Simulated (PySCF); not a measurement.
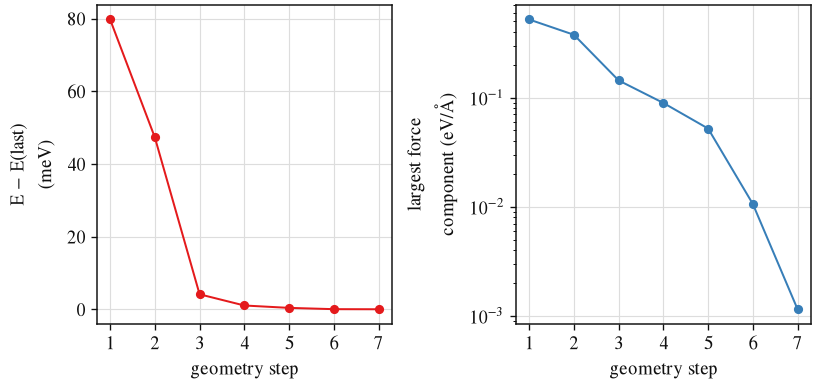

History of a geometry optimisation. The start has point group C3v, which is kept. A held symmetry can leave a saddle point.

The run: LaH3 molecule, by RKS-based r2SCAN, La def2-TZVP with ECP46, H def2-TZVP; non-relativistic Hamiltonian with scalar-relativistic core potentials; density fitting in PySCF.

How did it end, and what did it gain?

Answer. The optimisation met its thresholds at geometry 7, counting the start as the first. The energy fell by about 80 meV from the first step to the last. The largest force component goes from about 0.52 eV/Å at the start to 1.1 × 10⁻³ eV/Å at the end.

By which step was nine tenths of the energy gained?

Answer. By step 3 of 7.
